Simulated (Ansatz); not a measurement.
**C₃H₈OSi: basis-set convergence**

Aim: see how fast density functionals converge with the basis set for C₃H₈OSi.

Method: one geometry, several basis sets; program: Ansatz 0.2.0, Gaussian basis.

Plan: PBE0-D4/def2-SVP; ωB97M-V/def2-SVP; PBE0-D4/def2-QZVPP; ωB97M-V/def2-QZVPP; the functionals' def2-TZVPP values are taken from earlier runs.

### 1 The relaxed structure

An earlier PBE0-D4 in a triple-zeta def2 set relaxation fixed the geometry.

13 atoms, charge 0, spin multiplicity 1.

Atoms are counted from 1 here; the program's logs count them from 0.

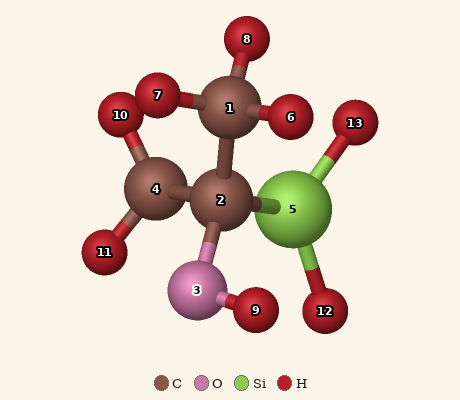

The structure; carbon brown, oxygen pink, silicon green, hydrogen red; atoms are numbered from 1 in the order of the file.

### 2 PBE0-D4 in def2-SVP

in.yaml

```yaml
crystal:
  periodic: [false, false, false]
  atoms:
    - {symbol: C, position_ang: [-1.482594, 0.347744, 0.084534]}
    - {symbol: C, position_ang: [-0.127465, -0.288329, 0.228926]}
    - {symbol: O, position_ang: [-0.124413, -1.454047, 1.016556]}
    - {symbol: C, position_ang: [0.673616, -0.496444, -1.053199]}
    - {symbol: Si, position_ang: [1.458561, 0.717824, 0.111389]}
    - {symbol: H, position_ang: [-1.879996, 0.656366, 1.055341]}
    - {symbol: H, position_ang: [-2.183810, -0.363880, -0.365739]}
    - {symbol: H, position_ang: [-1.438161, 1.236059, -0.550162]}
    - {symbol: H, position_ang: [-0.274602, -1.197790, 1.930511]}
    - {symbol: H, position_ang: [0.209406, -0.160105, -1.975171]}
    - {symbol: H, position_ang: [1.134167, -1.476628, -1.130755]}
    - {symbol: H, position_ang: [2.645961, 0.283318, 0.876518]}
    - {symbol: H, position_ang: [1.409934, 2.161215, -0.213949]}
basis:
  gaussian: {orbitals: def2-SVP}
hamiltonian: {xc: pbe0, dispersion: d4}
output: {orbitals: {seedname: orbitals}}
```

After this run come: ωB97M-V in def2-SVP; PBE0-D4 in def2-QZVPP; ωB97M-V in def2-QZVPP.

**Question.** What will the summary of the whole plan be? Wanted: PBE0-D4: double and triple zeta above quadruple; ωB97M-V: double and triple zeta above quadruple.

As calculated:

| quantity | value |
| --- | --- |
| PBE0-D4: double and triple zeta above quadruple | 9.33, 0.57 eV |
| ωB97M-V: double and triple zeta above quadruple | 9.58, 0.54 eV |

**Reading.** For PBE0-D4 the step from double to triple zeta gains 8.76 eV and the next only 0.57 eV. These are total energies; as a rule much of such shifts cancels in differences, which this series doesn't test. The LUMO of ωB97M-V is positive and keeps falling with the basis (2.50 to 1.33 eV): an unbound level that the basis holds in place.
